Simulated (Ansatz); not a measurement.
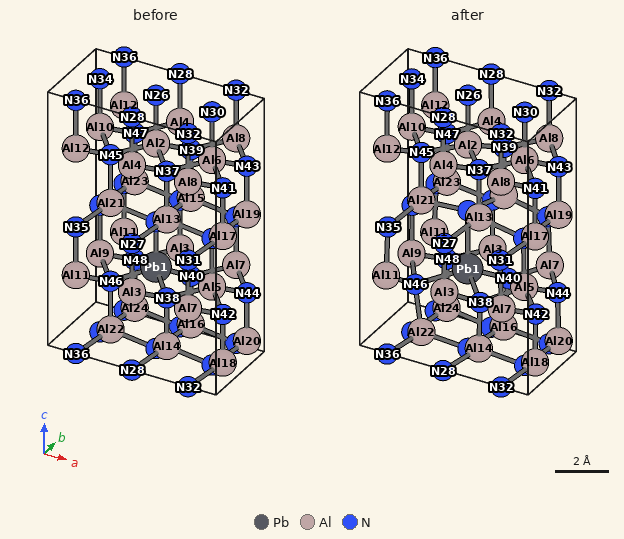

The structure of a defect cell of composition Al23PbN24 before (left) and after (right) a relaxation, at one scale.

A ball-and-stick model of the cell of the calculation (origin shifted), seen slightly off an axis.

These are results of DFT, PBE, plane-wave PAW, default files, scalar-relativistic (Ansatz), not measurements. Settings: plane-wave cutoff 420 eV; k-point mesh 3 × 4 × 2; occupations fermi dirac; smearing width 0.01 eV; collinear spin; atoms relaxed in a fixed cell; force threshold 0.03 eV/Å; at most 40 steps.

**Describe what moved and what it gained.**

After 6 geometry steps the energy has fallen by 4.931 eV per cell of the calculation. The largest force component goes from 14 to 0.0021 eV/Å. The largest move is that of an N atom, 0.44 Å along +c. Largest moves by element: N 0.44 Å, Al 0.11 Å, Pb 0.07 Å. The cell stays as it was. Some distances before and after: N–Pb 1.773 → 2.284 Å, N–Pb 1.935 → 2.214 Å, N–Pb 1.935 → 2.191 Å, Al–N 1.894 → 1.842 Å. Bond angles that change, for instance: N–Al–N 110.5° → 95.5°, Pb–N–Al 108.4° → 97.3°, N–Al–N 108.4° → 97.8°. The program noted that the starting moments weren't kept. The run may lie on a higher electronic state than the lowest, so the end point isn't shown to be the ground-state structure.

Limits of the set-up: the periodic images lie only 6.2 Å apart, so the values are limited by the cell's size.
